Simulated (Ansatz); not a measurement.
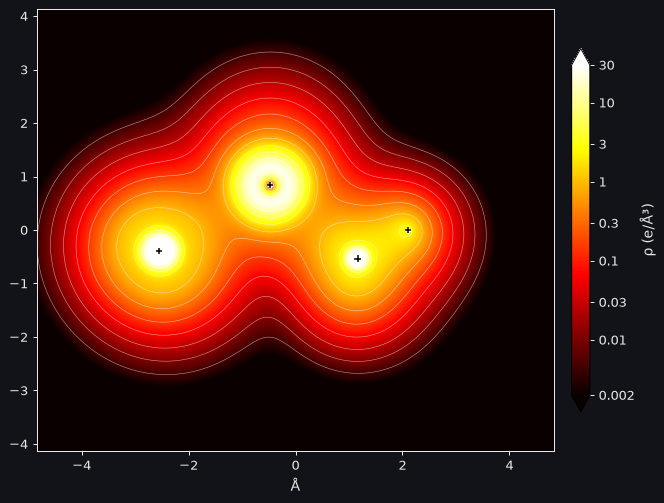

The electron density on a plane through atoms (crosses mark nuclei in the plane).

Method: Ansatz, RKS PBE0-D4/def2-TZVPP.

Candidates:
A. CH6SSn
B. CH5ClSi···H2
C. GeH4···H2O···HF

**Which candidate gave the map?**

Candidate A: CH6SSn on the plane of atoms S2, Sn1 and C3, which holds Sn, S, C and H. C–Sn (2.14 Å): ρ at the midpoint is about 0.73 e/Å³. Sn–S (2.41 Å): ρ is about 0.58 e/Å³ halfway.
